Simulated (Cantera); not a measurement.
Input: 1 mol MgCO₃, 0.046 mol H₂O, a varied amount of H₂, at 1525 °C and 0.0100 bar.

Method: chemical equilibrium by Gibbs-energy minimisation in Cantera with the NASA 1993 tables (ideal gas, pure condensed phases). Candidate condensed phases: C, C₆H₆, C₇H₈, C₈H₁₈, H₂O, Mg, MgCO₃, MgO, Mg(OH)₂; 116 gas species. The numbers say what is thermodynamically allowed, not how fast it happens.

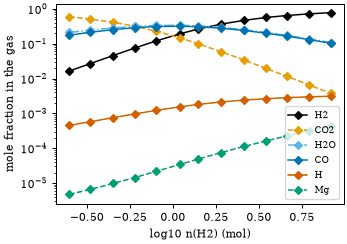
Equilibrium gas composition (values under 1e-9 drawn at 1e-9)

Problem. Read off the mole fractions at 1.1 mol H₂.

Solution. H₂O about 0.34, CO about 0.32, H₂ about 0.19, CO₂ about 0.15, H about 0.0015, Mg about 3.4e-5.
